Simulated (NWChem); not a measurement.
**GeH3F (fluorogermane): levels of theory compared**

Aim: a comparison of 6 runs (HF/STO-3G, HF/def2-SVP, B3LYP/6-31G*, B2PLYP/def2-SVP, wB97X/def2-SVP, CCSD(T)/6-311G**) of GeH3F (fluorogermane). 

Program for the calculation: NWChem 7.3.0.

1 further run of the same task is left out (set aside as unsound or not needed).

## Step 1: The structure to begin with

The species is GeH3F (5 atoms), meant as a singlet with charge 0. As SMILES, `[F][GeH3]`. The shape is that of a PBE0-D4/def2-TZVP optimisation.

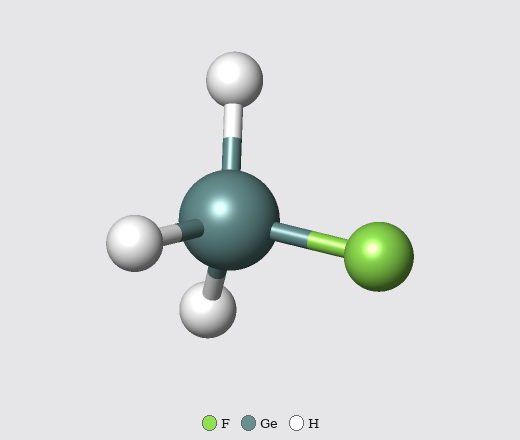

Viewed from a chosen angle; fluorine green, germanium teal, hydrogen white.

## Step 2: Energy and forces at HF/STO-3G (run 1)

File test.nw:

```
START test
TITLE "FGeH3 gradient"
memory 2200 mb

GEOMETRY units angstrom noautosym nocenter noautoz
  F    -1.046500    0.474300    1.162200
  Ge    0.068200   -0.041600   -0.072800
  H     1.331000   -0.512000    0.658600
  H    -0.627800   -1.178000   -0.831200
  H     0.325100    1.183600   -0.958100
END

BASIS spherical bse
  * library STO-3G
END

SCF
  thresh 1e-08
  maxiter 80
END

TASK scf gradient
```

Launch:

```console
$ nwchem test.nw > test.out
```

Output:

```text
[...]
  functions       =    26
[...]
  wavefunction    = RHF
[...]
         Total SCF energy =  -2151.536932589094
      One-electron energy =  -3274.366356496193
      Two-electron energy =    996.130384793817
 Nuclear repulsion energy =    126.699039113282
        Time for solution =      0.5s
[...]
                         RHF ENERGY GRADIENTS
    atom               coordinates                        gradient
                 x          y          z           x          y          z
   1 F      -1.977598   0.896297   2.196240   -0.014374   0.006641   0.015932
   2 Ge      0.128879  -0.078613  -0.137572    0.001278  -0.000550  -0.001434
   3 H       2.515225  -0.967540   1.244574    0.029610  -0.010799   0.021625
   4 H      -1.186370  -2.226097  -1.570740   -0.020436  -0.027825  -0.016436
   5 H       0.614350   2.236680  -1.810546    0.003922   0.032532  -0.019687
[...]
```

It took 1.2 s on 1 thread of AMD EPYC 9R45 (Zen 5), shared host; peak memory 0.1 GiB.

## Step 3: Energy and gradient at HF/def2-SVP (run 2)

File test.nw:

```
start test
title "FGeH3 gradient"
memory 2200 mb

geometry units angstrom noautosym nocenter noautoz
  F       -1.046500       0.474300       1.162200
  Ge       0.068200      -0.041600      -0.072800
  H        1.331000      -0.512000       0.658600
  H       -0.627800      -1.178000      -0.831200
  H        0.325100       1.183600      -0.958100
end

basis spherical bse
  * library def2-SVP
end

scf
  singlet
  rhf
  thresh 1e-08
  maxiter 80
end

task scf gradient
```

Launch:

```console
$ nwchem test.nw > test.out
```

Output:

```text
[...]
  functions       =    61
[...]
  wavefunction    = RHF
[...]
         Total SCF energy =  -2176.228733969070
      One-electron energy =  -3288.433417168210
      Two-electron energy =    985.505644085858
 Nuclear repulsion energy =    126.699039113282
        Time for solution =      3.8s
[...]
                         RHF ENERGY GRADIENTS
    atom               coordinates                        gradient
                 x          y          z           x          y          z
   1 F      -1.977598   0.896297   2.196240   -0.004468   0.002057   0.004956
   2 Ge      0.128879  -0.078613  -0.137572    0.003767  -0.001707  -0.004182
   3 H       2.515225  -0.967540   1.244574    0.002080  -0.000758   0.001682
   4 H      -1.186370  -2.226097  -1.570740   -0.001587  -0.002016  -0.001106
   5 H       0.614350   2.236680  -1.810546    0.000209   0.002424  -0.001350
[...]
```

Wall time 5.7 s (1 thread of AMD EPYC 9R45 (Zen 5), shared host); peak memory 0.1 GiB.

Runs 3 to 5 aren't shown in full; the table further down has their settings and results.

## Step 4: A single-point energy at CCSD(T)/6-311G(d,p) (run 6)

File a.nw:

```
start a
title "FGeH3"
memory total 2200 mb
charge 0

geometry units angstroms noautosym nocenter noautoz
  F     -1.046500     0.474300     1.162200
  Ge     0.068200    -0.041600    -0.072800
  H      1.331000    -0.512000     0.658600
  H     -0.627800    -1.178000    -0.831200
  H      0.325100     1.183600    -0.958100
end

basis spherical bse
  * library 6-311G**
end

scf
  thresh 1e-08
  maxiter 80
end

ccsd
  freeze core 10
  maxiter 60
end

task ccsd(t) energy
```

Launch:

```console
$ nwchem a.nw > a.out
```

Output:

```text
[...]
  functions       =    80
[...]
  wavefunction    = RHF
[...]
         Total SCF energy =  -2176.556823362036
      One-electron energy =  -3288.945232633781
      Two-electron energy =    985.689370158462
 Nuclear repulsion energy =    126.699039113282
        Time for solution =      4.6s
[...]
 Total MP2 energy:          -2177.022487527079647
[...]
             energy      energy      error      ampl     ampl      Block
                                                time     time      time
[...]
 Total CCSD energy:          -2177.031292580396894
[...]
 Total CCSD+T(CCSD) energy:          -2177.044067094830098
[...]
 Total CCSD(T) energy:               -2177.042678560011609
[...]
```

Wall time 43 s (1 thread of AMD EPYC 9R45 (Zen 5), shared host); peak memory 0.21 GiB.

## Step 5: The series

| run | level | Cartesian functions | iteration cap | energy (Eh) | dipole moment (D) | HOMO energy (eV) | LUMO energy (eV) | wall time |
| --- | --- | --- | --- | --- | --- | --- | --- | --- |
| 1 | HF/STO-3G | no | 80 | -2151.536933 | 1.40 | -10.27 | 11.95 | 1.2 s |
| 2 | HF/def2-SVP | no | 80 | -2176.228734 | 2.50 | -13.24 | 3.36 | 5.7 s |
| 3 | B3LYP/6-31G* (Cartesian functions) | yes | 100 | -2178.425504 | 2.08 | – | – | 9.3 s |
| 4 | B2PLYP/def2-SVP | no | 100 | -2177.869237 | – | – | – | 6.6 s |
| 5 | wB97X/def2-SVP | no | 100 | -2178.346425 | 2.16 | -11.98 | 2.29 | 16 s |
| 6 | CCSD(T)/6-311G** | no | 80 | -2177.042679 | – | -13.25 | 2.58 | 43 s |

## Step 6: Results

| quantity | value |
| --- | --- |
| run 6: total energy | -2177.04268 Eh |
| run 6: HOMO energy (Hartree–Fock orbitals) | -13.25 eV |
| run 6: LUMO energy (Hartree–Fock orbitals) | 2.58 eV |
| run 6: HOMO–LUMO gap (Hartree–Fock orbitals) | 15.83 eV |
| run 6: correlation energy (10 core orbitals frozen) | -485.9 mEh |
| run 6: (T) correction | -11.39 mEh |

Over runs 1, 2, 3, 5 the dipole moment (its size) runs from 1.40 D (HF/STO-3G) to 2.50 D (HF/def2-SVP). Over runs 1, 2, 5 the HOMO–LUMO gap runs from 14.28 eV (wB97X/def2-SVP) to 22.22 eV (HF/STO-3G). The two ends differ in method and basis. Totals of different functionals can't be ranked against each other. In run 1 the basis is minimal, so the values are rough. All runs together took 82 s, the longest 43 s.
